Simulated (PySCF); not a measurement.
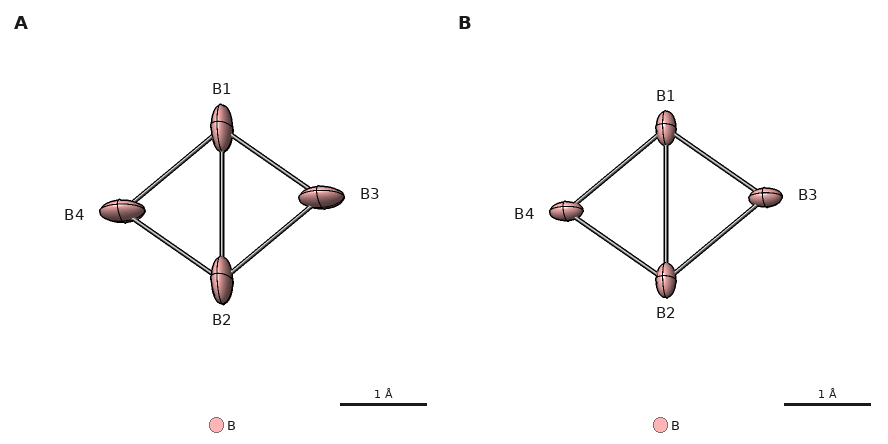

Displacement ellipsoids at the 50 % level, scaled by 3, from the internal vibrations of the free molecule (harmonic, no overall translation or rotation; no half-axis is drawn under 0.075 Å). Vibrations computed with RKS-based PBE0, B def2-TZVP; non-relativistic; density fitting (PySCF 2.14.0). One panel is for 200 K, the other for 600 K.

**Which panel is for 600 K?**

A.

**How much does the mean-square displacement of B3 grow, and why?**

U_eq goes from 0.0013 to 0.0025 Å², a factor of 1.9. Modes below kT (417 cm⁻¹ at 600 K) grow about in proportion to T, and the lowest lies at 313 cm⁻¹; the mean-square amplitude of a mode is its zero-point value times coth(ħω/2kT), which comes close to 1 only above about 3kT.
